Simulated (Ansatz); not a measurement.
**IrPt: energy and stress against strain, part 1 of 2**

Aim: for IrPt, see how energy and stress answer to the strain pattern (0, 0, 1, 0, 0, 0).

Program: Ansatz 0.2.0. Level of theory: DFT PBEsol, scalar-relativistic, plane waves, PAW. These are calculated values, not measurements.

### Step 1. Starting point

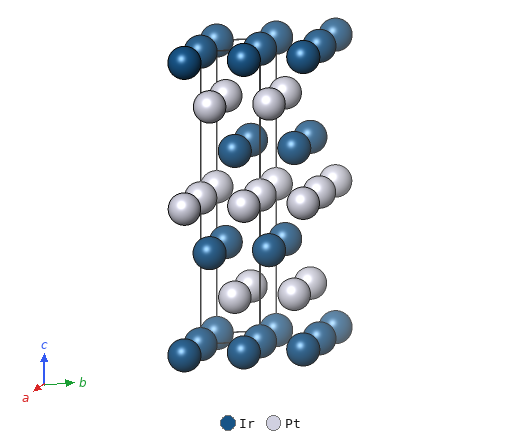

Start, viewed slightly off an axis; iridium blue, platinum light grey. 2×2×1 cells are drawn. Atoms on the faces are drawn again on the opposite ones. The cell drawn here is the conventional one.

Coordinates:

```cif
data_structure
_symmetry_space_group_name_H-M 'P 1'
_symmetry_Int_Tables_number 1
_cell_length_a 4.7783
_cell_length_b 4.7783
_cell_length_c 4.7783
_cell_angle_alpha 33.884
_cell_angle_beta 33.884
_cell_angle_gamma 33.884
_cell_volume 30.22
loop_
_atom_site_label
_atom_site_type_symbol
_atom_site_fract_x
_atom_site_fract_y
_atom_site_fract_z
_atom_site_occupancy
Ir1 Ir 0.00000 0.00000 0.00000 1
Pt1 Pt 0.50000 0.50000 0.50000 1
```

Source of the structure: the Materials Project (structure only).

### Step 2. A first look at the start

File input.yaml:

```yaml
crystal:
  lattice:
    - [1.3924249017, 0.8039168918, 4.4996969227]
    - [-1.3924249017, 0.8039168918, 4.4996969227]
    - [0.0, -1.6078337837, 4.4996969227]
  atoms:
    - { symbol: Ir, position: [0.0, 0.0, 0.0] }
    - { symbol: Pt, position: [0.5, 0.5, 0.5] }
basis:
  ecutwfc: 420
kpoints:
  mp_grid: { grid: [6, 6, 6] }
hamiltonian:
  xc: pbesol
scf:
  occupations: { method: gaussian, width: 0.1 }
output:
  forces: true
  stress: true
  eigenvalues: true
```

The run is started by

```bash
> ansatz run input.yaml --threads 1 --pin off --max-ram 1536MiB --backend cpu --events-out ev --progress --plain --runs-dir out
```

What it wrote, cut to the lines that bear on the results:

```text
[...]
SCF converged after 6 iterations
Free energy (F): -24182.661127 eV
[...]
E sigma→0 (E₀):  -24182.653586 eV
Entropy (-TS):   -0.015082 eV (-7.541 meV/atom)
Fermi energy:    23.372907 eV
[...]
--- Forces (eV/Å), atoms counted from 1 ---
  atom   1  Ir     0.00000000    -0.00000000     0.00000000
  atom   2  Pt    -0.00000000     0.00000000     0.00000000
[...]
--- Stress (GPa, compression-positive) ---
      -11.956884       0.000000      -0.000000
        0.000000     -11.956884       0.000000
       -0.000000       0.000000     -12.899247
  P = ⅓ Tr σ = -12.2710 GPa (-122.710 kbar)
--- Band table (eV; the first three rows and the last of 32) ---
  k-point 0: bands = ["-75.5111", "-69.0145", "-29.8092", "-29.4590", "-29.4590", "-25.8479", "-25.6073", "-25.6073", "12.9819", "15.9749", "19.3764", "19.3764", "19.7730", "19.8034", "19.8034", "21.9853", "21.9853", "22.8486", "23.9124", "23.9124", "29.7117", "37.0452"]
[...]
```

Wall time 0.8 s (1 thread of Intel Xeon 6975P-C (Granite Rapids), shared host); peak memory 0.36 GiB.

The cell is taken as given, not relaxed at this level.

### Step 3. The undisturbed cell

input.yaml, as its differences from that of step 2:

```diff
@@ -11,3 +11,3 @@
 kpoints:
-  mp_grid: { grid: [6, 6, 6] }
+  mp_grid: { grid: [12, 12, 12] }
 hamiltonian:
@@ -15,3 +15,3 @@
 scf:
-  occupations: { method: gaussian, width: 0.1 }
+  occupations: { method: gaussian, width: 0.15 }
 output:
```

The run is started by

```bash
> ansatz run input.yaml --threads 1 --pin off --max-ram 1536MiB --backend cpu --events-out ev --progress --plain --runs-dir out
```

What it wrote, cut to the lines that bear on the results:

```text
Warning: RAYON_NUM_THREADS=1 ignored (pool sized by the plan → 1); use --threads N
[...]
Pseudopotentials: kind: paw
Pseudopotential: Ir, paw, valence charge 17, recommended cutoff 420 eV (normal), Ir.paw.azcp
Pseudopotential: Pt, paw, valence charge 18, recommended cutoff 420 eV (normal), Pt.paw.azcp
Functional definition: PBEsol
[...]
Crystal: 2 atoms, lattice volume = 30.222 Å³
Basis set: ecut = 420 eV, 603 PW (Γ), FFT grids on a1−a3, a2−a3, a3, exchange–correlation on 40×40×64 points (8 copies of the dense FFT grid, shifted against one another)
Bands: 22, of which v1, the nominal top of the filled ones, is band 18 counted from 1 (17 counted from 0)
Symmetry: 12 space group operations
Space group: R-3m (ITA 166), of the structure as read, at distance tolerance 3.1e-5 Å
k-points: 189 of 1728
[...]
SCF iter   1: F=—  HF=-24182.657395 eV  |F-HF|=—  |Δ(HF+E_count)|=         —  Δρ=8.38e-3  dr2=1.24e-2  ethr=1.77e-3  ⟨swp⟩=4.8  Hψ=15677  notcnv=0
[...]
SCF iter   6: F=-24182.655413 eV  HF=-24182.655413 eV  |F-HF|=5.41e-9  |Δ(HF+E_count)|=   4.53e-8  Δρ=6.47e-6  dr2=1.10e-8  ethr=2.86e-10  ⟨swp⟩=4.6  Hψ=14622  notcnv=0
[...]
SCF converged after 6 iterations
Free energy (F): -24182.655413 eV
[...]
E sigma→0 (E₀):  -24182.639943 eV
Entropy (-TS):   -0.030941 eV (-15.471 meV/atom)
Fermi energy:    23.396281 eV
[...]
--- Forces (eV/Å), atoms counted from 1 ---
  atom   1  Ir     0.00000000     0.00000000     0.00000000
  atom   2  Pt    -0.00000000    -0.00000000    -0.00000000
[...]
--- Stress (GPa, compression-positive) ---
      -11.345666       0.000000      -0.000000
        0.000000     -11.345666       0.000000
       -0.000000       0.000000     -12.751131
  P = ⅓ Tr σ = -11.8142 GPa (-118.142 kbar)
--- Band table (eV; the first three rows and the last of 189) ---
  k-point 0: bands = ["-75.4385", "-69.0493", "-29.7476", "-29.3881", "-29.3881", "-25.8744", "-25.6445", "-25.6445", "12.9840", "15.9777", "19.4199", "19.4199", "19.7800", "19.7943", "19.7943", "21.9928", "21.9928", "22.8535", "23.9134", "23.9134", "29.7212", "37.0294"]
[...]
```

Wall time 2.6 s (1 thread of Intel Xeon 6975P-C (Granite Rapids), shared host); peak memory 0.45 GiB.

Reference values: F = -24182.6554 eV; pressure -11.81 GPa; largest force 0.000 eV/Å; gap on the mesh none (metal).

### Step 4. Setting up energy and stress against strain

The cell is strained by ε times the Voigt pattern (0, 0, 1, 0, 0, 0) (xx, yy, zz, yz, xz, xy; engineering shear), with fractional coordinates fixed (clamped ions). The stress on the pattern is the sum of the stress components weighted by it, tension positive.

### Step 5. ε = -0.1500

input.yaml, as its differences from that of step 3:

```diff
@@ -2,5 +2,5 @@
   lattice:
-    - [1.3924249017, 0.8039168918, 4.4996969227]
-    - [-1.3924249017, 0.8039168918, 4.4996969227]
-    - [0.0, -1.6078337837, 4.4996969227]
+    - [1.3924249017, 0.8039168918, 3.8247423843]
+    - [-1.3924249017, 0.8039168918, 3.8247423843]
+    - [0.0, -1.6078337837, 3.8247423843]
   atoms:
```

The run is started by

```bash
> ansatz run input.yaml --threads 1 --pin off --max-ram 1536MiB --backend cpu --events-out ev --progress --plain --runs-dir out
```

What it wrote, cut to the lines that bear on the results:

```text
Warning: RAYON_NUM_THREADS=1 ignored (pool sized by the plan → 1); use --threads N
[...]
[... 4 set-up lines as earlier in the session ...]
[...]
Crystal: 2 atoms, lattice volume = 25.688 Å³
Basis set: ecut = 420 eV, 517 PW (Γ), FFT grids on a1−a3, a2−a3, a3, exchange–correlation on 40×40×60 points (8 copies of the dense FFT grid, shifted against one another)
Bands: 22, of which v1, the nominal top of the filled ones, is band 18 counted from 1 (17 counted from 0)
[... 1 set-up line as earlier in the session ...]
Space group: R-3m (ITA 166), of the structure as read, at distance tolerance 3.0e-5 Å
k-points: 189 of 1728
[...]
SCF iter   1: F=—  HF=-24181.308836 eV  |F-HF|=—  |Δ(HF+E_count)|=         —  Δρ=7.82e-3  dr2=1.10e-2  ethr=1.77e-3  ⟨swp⟩=5.0  Hψ=16733  notcnv=0
[...]
SCF iter   6: F=-24181.307699 eV  HF=-24181.307699 eV  |F-HF|=5.98e-9  |Δ(HF+E_count)|=   3.38e-8  Δρ=8.18e-6  dr2=1.25e-8  ethr=2.86e-10  ⟨swp⟩=5.0  Hψ=15260  notcnv=0
[...]
SCF converged after 6 iterations
Free energy (F): -24181.307699 eV
[...]
E sigma→0 (E₀):  -24181.296136 eV
Entropy (-TS):   -0.023127 eV (-11.564 meV/atom)
Fermi energy:    28.675412 eV
[...]
--- Forces (eV/Å), atoms counted from 1 ---
  atom   1  Ir    -0.00000000     0.00000000     0.00000000
  atom   2  Pt     0.00000000    -0.00000000    -0.00000000
[...]
--- Stress (GPa, compression-positive) ---
       41.496528      -0.000000       0.000000
       -0.000000      41.496528      -0.000000
        0.000000      -0.000000     134.193301
  P = ⅓ Tr σ = 72.3955 GPa (723.955 kbar)
--- Band table (eV; the first three rows and the last of 189) ---
  k-point 0: bands = ["-70.6002", "-64.0625", "-25.1778", "-24.6077", "-24.6077", "-20.9882", "-20.7150", "-20.7150", "16.5853", "19.6844", "22.5991", "22.5991", "23.2504", "23.2504", "26.1604", "27.5903", "27.5903", "29.9065", "30.3605", "30.3605", "39.6370", "40.7356"]
[...]
```

Wall time 2.5 s (1 thread of Intel Xeon 6975P-C (Granite Rapids), shared host); peak memory 0.44 GiB.

### Step 6. ε = 0.1125

input.yaml, as its differences from that of step 5:

```diff
@@ -2,5 +2,5 @@
   lattice:
-    - [1.3924249017, 0.8039168918, 3.8247423843]
-    - [-1.3924249017, 0.8039168918, 3.8247423843]
-    - [0.0, -1.6078337837, 3.8247423843]
+    - [1.3924249017, 0.8039168918, 5.0059128265]
+    - [-1.3924249017, 0.8039168918, 5.0059128265]
+    - [0.0, -1.6078337837, 5.0059128265]
   atoms:
```

The run is started by

```bash
> ansatz run input.yaml --threads 1 --pin off --max-ram 1536MiB --backend cpu --events-out ev --progress --plain --runs-dir out
```

What it wrote, cut to the lines that bear on the results:

```text
Warning: RAYON_NUM_THREADS=1 ignored (pool sized by the plan → 1); use --threads N
[...]
[... 4 set-up lines as earlier in the session ...]
[...]
Crystal: 2 atoms, lattice volume = 33.622 Å³
Basis set: ecut = 420 eV, 659 PW (Γ), FFT grids on a1−a3, a2−a3, a3, exchange–correlation on 40×40×72 points (8 copies of the dense FFT grid, shifted against one another)
Bands: 22, of which v1, the nominal top of the filled ones, is band 18 counted from 1 (17 counted from 0)
[... 1 set-up line as earlier in the session ...]
Space group: R-3m (ITA 166), of the structure as read, at distance tolerance 3.2e-5 Å
k-points: 189 of 1728
[...]
SCF iter   1: F=—  HF=-24182.022184 eV  |F-HF|=—  |Δ(HF+E_count)|=         —  Δρ=9.39e-3  dr2=2.28e-2  ethr=1.77e-3  ⟨swp⟩=4.7  Hψ=15540  notcnv=0
[...]
SCF iter   6: F=-24182.018332 eV  HF=-24182.018332 eV  |F-HF|=2.78e-9  |Δ(HF+E_count)|=   1.71e-8  Δρ=9.84e-6  dr2=2.05e-8  ethr=2.86e-10  ⟨swp⟩=4.9  Hψ=15716  notcnv=0
[...]
SCF converged after 6 iterations
Free energy (F): -24182.018332 eV
[...]
E sigma→0 (E₀):  -24181.992425 eV
Entropy (-TS):   -0.051813 eV (-25.907 meV/atom)
Fermi energy:    20.305342 eV
[...]
--- Forces (eV/Å), atoms counted from 1 ---
  atom   1  Ir     0.00000000     0.00000000    -0.00000000
  atom   2  Pt     0.00000000    -0.00000000     0.00000000
[...]
--- Stress (GPa, compression-positive) ---
      -25.461731       0.000000       0.000000
        0.000000     -25.461731       0.000000
        0.000000       0.000000     -39.330079
  P = ⅓ Tr σ = -30.0845 GPa (-300.845 kbar)
--- Band table (eV; the first three rows and the last of 189) ---
  k-point 0: bands = ["-78.1554", "-71.8967", "-32.2702", "-32.1643", "-32.1643", "-28.6197", "-28.5116", "-28.5116", "10.9699", "13.5063", "16.4918", "16.9813", "16.9813", "17.5604", "17.5604", "19.1615", "19.1615", "19.3493", "20.6333", "20.6333", "24.4140", "34.2951"]
[...]
```

It took 3 s on 1 thread of Intel Xeon 6975P-C (Granite Rapids), shared host; peak memory 0.45 GiB.

### Step 7. At ε = -0.0750

input.yaml, as its differences from that of step 6:

```diff
@@ -2,5 +2,5 @@
   lattice:
-    - [1.3924249017, 0.8039168918, 5.0059128265]
-    - [-1.3924249017, 0.8039168918, 5.0059128265]
-    - [0.0, -1.6078337837, 5.0059128265]
+    - [1.3924249017, 0.8039168918, 4.1622196535]
+    - [-1.3924249017, 0.8039168918, 4.1622196535]
+    - [0.0, -1.6078337837, 4.1622196535]
   atoms:
```

The run is started by

```bash
> ansatz run input.yaml --threads 1 --pin off --max-ram 1536MiB --backend cpu --events-out ev --progress --plain --runs-dir out
```

What it wrote, cut to the lines that bear on the results:

```text
[...]
SCF converged after 6 iterations
Free energy (F): -24182.496487 eV
[...]
E sigma→0 (E₀):  -24182.483639 eV
Entropy (-TS):   -0.025696 eV (-12.848 meV/atom)
Fermi energy:    25.862239 eV
[...]
--- Forces (eV/Å), atoms counted from 1 ---
  atom   1  Ir    -0.00000000     0.00000000    -0.00000000
  atom   2  Pt     0.00000000     0.00000000     0.00000000
[...]
--- Stress (GPa, compression-positive) ---
        5.885115       0.000000      -0.000000
        0.000000       5.885115      -0.000000
       -0.000000      -0.000000      41.149714
  P = ⅓ Tr σ = 17.6400 GPa (176.400 kbar)
--- Band table (eV; the first three rows and the last of 189) ---
  k-point 0: bands = ["-73.2323", "-66.7532", "-27.6554", "-27.1904", "-27.1904", "-23.6291", "-23.3669", "-23.3669", "14.6172", "17.7604", "21.0452", "21.0452", "21.3962", "21.3962", "22.6258", "24.4857", "24.4857", "25.9620", "26.7698", "26.7698", "34.1907", "38.7317"]
[...]
```

Wall time 2.9 s (1 thread of Intel Xeon 6975P-C (Granite Rapids), shared host); peak memory 0.43 GiB.

### Step 8. At ε = 0.0375

input.yaml, as its differences from that of step 7:

```diff
@@ -2,5 +2,5 @@
   lattice:
-    - [1.3924249017, 0.8039168918, 4.1622196535]
-    - [-1.3924249017, 0.8039168918, 4.1622196535]
-    - [0.0, -1.6078337837, 4.1622196535]
+    - [1.3924249017, 0.8039168918, 4.6684355573]
+    - [-1.3924249017, 0.8039168918, 4.6684355573]
+    - [0.0, -1.6078337837, 4.6684355573]
   atoms:
```

The run is started by

```bash
> ansatz run input.yaml --threads 1 --pin off --max-ram 1536MiB --backend cpu --events-out ev --progress --plain --runs-dir out
```

What it wrote, cut to the lines that bear on the results:

```text
Warning: RAYON_NUM_THREADS=1 ignored (pool sized by the plan → 1); use --threads N
[...]
[... 4 set-up lines as earlier in the session ...]
[...]
Crystal: 2 atoms, lattice volume = 31.355 Å³
Basis set: ecut = 420 eV, 627 PW (Γ), FFT grids on a1−a3, a2−a3, a3, exchange–correlation on 40×40×72 points (8 copies of the dense FFT grid, shifted against one another)
Bands: 22, of which v1, the nominal top of the filled ones, is band 18 counted from 1 (17 counted from 0)
[... 2 set-up lines as earlier in the session ...]
k-points: 189 of 1728
[...]
SCF iter   1: F=—  HF=-24182.512432 eV  |F-HF|=—  |Δ(HF+E_count)|=         —  Δρ=8.51e-3  dr2=1.47e-2  ethr=1.77e-3  ⟨swp⟩=4.8  Hψ=15629  notcnv=0
[...]
SCF iter   6: F=-24182.509664 eV  HF=-24182.509664 eV  |F-HF|=3.20e-9  |Δ(HF+E_count)|=   3.37e-8  Δρ=7.49e-6  dr2=1.15e-8  ethr=2.86e-10  ⟨swp⟩=4.7  Hψ=14815  notcnv=0
[...]
SCF converged after 6 iterations
Free energy (F): -24182.509664 eV
[...]
E sigma→0 (E₀):  -24182.490300 eV
Entropy (-TS):   -0.038728 eV (-19.364 meV/atom)
Fermi energy:    22.291939 eV
[...]
--- Forces (eV/Å), atoms counted from 1 ---
  atom   1  Ir    -0.00000000     0.00000000    -0.00000000
  atom   2  Pt     0.00000000     0.00000000     0.00000000
[...]
--- Stress (GPa, compression-positive) ---
      -16.935505       0.000000      -0.000000
        0.000000     -16.935505       0.000000
       -0.000000       0.000000     -27.247887
  P = ⅓ Tr σ = -20.3730 GPa (-203.730 kbar)
--- Band table (eV; the first three rows and the last of 189) ---
  k-point 0: bands = ["-76.4159", "-70.0649", "-30.6607", "-30.3792", "-30.3792", "-26.8600", "-26.6612", "-26.6612", "12.2639", "15.1290", "18.5707", "18.5876", "18.5876", "19.0497", "19.0497", "20.9403", "20.9403", "21.5524", "22.7072", "22.7072", "27.7876", "36.2488"]
[...]
```

Wall time 2.8 s (1 thread of Intel Xeon 6975P-C (Granite Rapids), shared host); peak memory 0.42 GiB.

(Continued in part 2 of 2.)
